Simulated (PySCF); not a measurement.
**Two runs on C₃H₁₃OPSi₂**

System: C₃H₁₃OPSi₂.
Method of run A: GIAO HF/pcSseg-1 NMR shielding, non-relativistic, gas phase (PySCF 2.14.0).

The geometry comes from this level: PBE0-D3(BJ)/def2-SVP. Text and figures count atoms from 1; the logs count them from 0 in places.

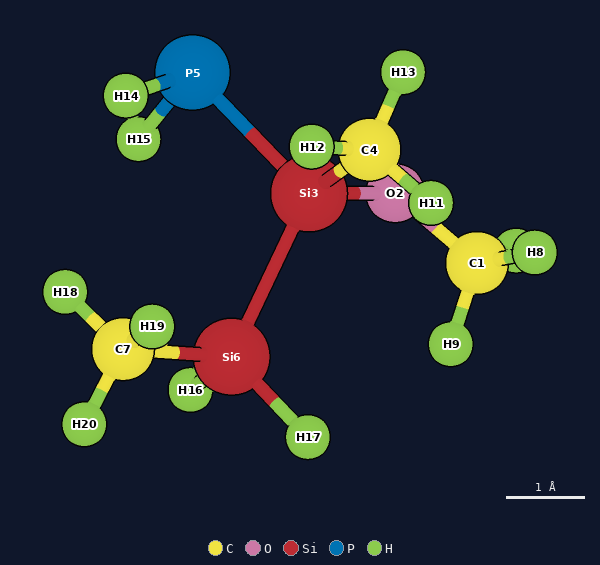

**Figure 1.** The input geometry (ball-and-stick view, seen at a tilt; atoms are numbered from 1 in the order of the input).

**The input, run A**
```
{"job": {"kind": "nmr", "xc": "HF", "basis": "pcSseg-1", "pop": false}, "charge": 0, "multiplicity": 1}
C     -2.675467     1.062545    -0.457069
O     -2.159765    -0.123258     0.075860
Si    -0.560328    -0.333758     0.527713
C     -0.154634     0.658519     2.071441
P     -0.438079    -2.529342     1.065348
Si     0.900753     0.202997    -1.237282
C      2.669242    -0.264219    -0.768428
H     -2.670624     1.888170     0.278877
H     -2.113602     1.402022    -1.348073
H     -3.718951     0.890479    -0.762347
H     -0.269080     1.739045     1.890271
H      0.884832     0.480041     2.390139
H     -0.822898     0.373432     2.899252
H      0.979369    -2.472429     1.256010
H     -0.326862    -2.974395    -0.288176
H      0.476841    -0.557501    -2.457944
H      0.846205     1.662828    -1.585024
H      2.737203    -1.337206    -0.533026
H      3.003770     0.302271     0.114254
H      3.363792    -0.049233    -1.594650
```

The first line tells a small driver script what to run in PySCF; the rest is the geometry in Å.

Launched with:
```bash
OMP_NUM_THREADS=1 python <driver script> task.json out
```

Hardware: 1 CPU thread, shared host.

**Output (run A)**
```
final grid: 150448 points
cycle   1  E = -1114.4838065003  dE =  4.694e-01  |g| = 6.213e-01  |ddm| = 3.706e+00
cycle   2  E = -1114.5750665625  dE = -9.126e-02  |g| = 3.493e-01  |ddm| = 7.544e-01
cycle   3  E = -1114.5983172504  dE = -2.325e-02  |g| = 8.185e-02  |ddm| = 2.957e-01
cycle   4  E = -1114.6006001091  dE = -2.283e-03  |g| = 1.600e-02  |ddm| = 1.211e-01
cycle   5  E = -1114.6007132365  dE = -1.131e-04  |g| = 4.063e-03  |ddm| = 2.961e-02
cycle   6  E = -1114.6007245277  dE = -1.129e-05  |g| = 1.080e-03  |ddm| = 1.205e-02
cycle   7  E = -1114.6007254592  dE = -9.315e-07  |g| = 2.884e-04  |ddm| = 3.754e-03
cycle   8  E = -1114.6007255318  dE = -7.262e-08  |g| = 7.616e-05  |ddm| = 1.137e-03
cycle   9  E = -1114.6007255362  dE = -4.358e-09  |g| = 2.147e-05  |ddm| = 2.644e-04
cycle  10  E = -1114.6007255365  dE = -3.479e-10  |g| = 6.682e-06  |ddm| = 6.926e-05
converged SCF energy = -1114.6007255365

GIAO shielding tensors (ppm)
atom      isotropic    diamagn.    paramagn.     s11        s22        s33       span
  0 C      142.772     240.150     -97.378    118.581    122.456    187.279     68.697
  1 O      348.962     400.445     -51.484    302.511    368.172    376.203     73.692
  2 Si     370.566     878.809    -508.242    341.618    343.266    426.815     85.197
  3 C      191.499     257.738     -66.239    183.649    191.926    198.922     15.273
  4 P      605.326     967.389    -362.064    545.282    592.586    678.109    132.827
  5 Si     457.196     879.615    -422.419    438.214    448.714    484.661     46.447
  6 C      200.892     254.464     -53.573    193.514    202.616    206.544     13.029
  7 H       28.508      29.308      -0.800     23.875     26.570     35.078     11.203
  8 H       28.693      30.162      -1.469     23.706     27.793     34.580     10.874
  9 H       28.050      27.659       0.391     23.268     25.321     35.561     12.293
 10 H       31.109      33.054      -1.946     26.700     28.673     37.953     11.253
 11 H       31.981      33.330      -1.348     27.843     29.855     38.246     10.403
 12 H       31.159      30.736       0.423     26.521     28.425     38.533     12.013
 13 H       30.758      32.753      -1.996     26.300     28.484     37.489     11.189
 14 H       30.067      32.176      -2.109     25.581     27.369     37.251     11.669
 15 H       28.116      31.561      -3.445     24.914     26.253     33.182      8.269
 16 H       27.971      31.559      -3.588     24.366     26.577     32.971      8.604
 17 H       31.601      32.143      -0.542     26.132     30.485     38.186     12.053
 18 H       31.860      32.354      -0.494     26.762     30.010     38.807     12.045
 19 H       31.199      28.743       2.456     25.837     27.582     40.178     14.341
```

For run B the input was changed thus:
```diff
-"xc": "HF"
+"xc": "PBE0"
-"pop": false
```

How does run B compare with run A?

The total energies belong to different methods, so their difference says nothing on which is more stable or more accurate. The HOMO goes from −9.40 to −6.95 eV. The LUMO goes from 3.22 to −0.02 eV. The dipole moment goes from 2.40 to 2.19 D. Of all shieldings, the largest change is that of Si3, by −50.6 ppm. The method changes from HF to PBE0. The SCF takes 13 iterations against 10.

**Output (run B)**
```
coarse grid: 17280 points
cycle   1  E = -1116.9315440957  dE =  2.382e-01  |g| = 7.365e-01  |ddm| = 3.832e+00
cycle   2  E = -1116.7857513326  dE =  1.458e-01  |g| = 1.137e+00  |ddm| = 1.852e+00
cycle   3  E = -1117.0389848264  dE = -2.532e-01  |g| = 1.353e-01  |ddm| = 1.352e+00
cycle   4  E = -1117.0424115538  dE = -3.427e-03  |g| = 4.393e-02  |ddm| = 1.436e-01
cycle   5  E = -1117.0428846968  dE = -4.731e-04  |g| = 6.533e-03  |ddm| = 4.642e-02
cycle   6  E = -1117.0428970754  dE = -1.238e-05  |g| = 1.978e-03  |ddm| = 1.288e-02
cycle   7  E = -1117.0428980663  dE = -9.908e-07  |g| = 2.281e-04  |ddm| = 3.234e-03
final grid: 150448 points
cycle   8  E = -1117.0928874580  dE = -2.243e-05  |g| = 1.047e-02  |ddm| = 2.633e-02
cycle   9  E = -1117.0928654863  dE =  2.197e-05  |g| = 1.491e-02  |ddm| = 1.856e-02
cycle  10  E = -1117.0929097528  dE = -4.427e-05  |g| = 1.575e-03  |ddm| = 1.216e-02
cycle  11  E = -1117.0929102775  dE = -5.248e-07  |g| = 1.684e-04  |ddm| = 1.658e-03
cycle  12  E = -1117.0929102835  dE = -5.958e-09  |g| = 5.328e-05  |ddm| = 2.748e-04
cycle  13  E = -1117.0929102843  dE = -7.662e-10  |g| = 1.758e-05  |ddm| = 9.093e-05
converged SCF energy = -1117.0929102843

GIAO shielding tensors (ppm)
atom      isotropic    diamagn.    paramagn.     s11        s22        s33       span
  0 C      131.022     243.747    -112.725    102.664    107.660    182.743     80.079
  1 O      319.191     398.147     -78.955    263.198    341.775    352.601     89.403
  2 Si     319.951     882.035    -562.083    278.402    288.921    392.531    114.129
  3 C      184.065     257.897     -73.832    174.841    184.786    192.569     17.728
  4 P      578.960     968.638    -389.677    513.893    578.827    644.161    130.268
  5 Si     427.230     883.416    -456.186    406.552    420.163    454.973     48.421
  6 C      195.786     254.474     -58.687    188.976    197.409    200.974     11.998
  7 H       27.802      29.323      -1.520     23.432     25.613     34.363     10.931
  8 H       27.969      30.483      -2.514     23.239     26.826     33.843     10.604
  9 H       27.527      27.375       0.152     23.060     24.885     34.635     11.575
 10 H       30.531      32.647      -2.116     26.351     28.311     36.932     10.581
 11 H       31.465      32.912      -1.447     27.545     29.667     37.183      9.638
 12 H       30.743      30.380       0.363     26.404     28.182     37.643     11.239
 13 H       30.076      31.814      -1.738     25.720     27.996     36.511     10.791
 14 H       29.487      31.269      -1.782     25.082     26.919     36.458     11.376
 15 H       27.472      31.445      -3.973     24.354     25.692     32.371      8.018
 16 H       27.172      31.460      -4.288     23.617     25.922     31.978      8.361
 17 H       31.195      31.771      -0.576     25.924     30.218     37.444     11.520
 18 H       31.440      31.964      -0.524     26.514     29.672     38.132     11.618
 19 H       30.789      28.375       2.414     25.558     27.411     39.398     13.840
```

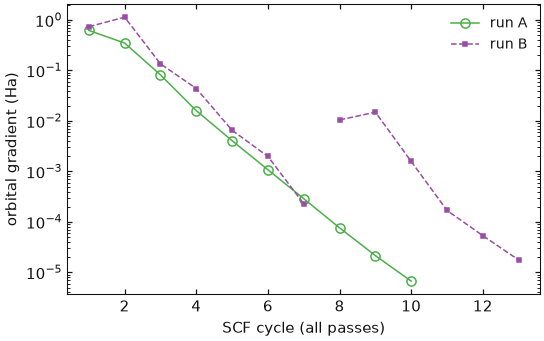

**Figure 2.** Convergence of the two runs: orbital gradient against the SCF cycle. A break in a curve parts two SCF passes (coarse and final grid). Run A takes 10 cycles in all, and run B takes 13.

**The two runs side by side**

```csv
quantity,run A,run B
outcome,converged,converged
total energy (hartree),−1114.600726,−1117.092910
HOMO (eV),−9.40,−6.95
LUMO (eV),3.22,−0.02
dipole moment (D),2.40,2.19
shielding of C1 (ppm),142.8,131.0
shielding of O2 (ppm),349.0,319.2
shielding of Si3 (ppm),370.6,320.0
shielding of C4 (ppm),191.5,184.1
shielding of P5 (ppm),605.3,579.0
shielding of Si6 (ppm),457.2,427.2
shielding of C7 (ppm),200.9,195.8
SCF iterations,10,13
basis functions,205,205
wall time (shared host),21 s,49 s
```
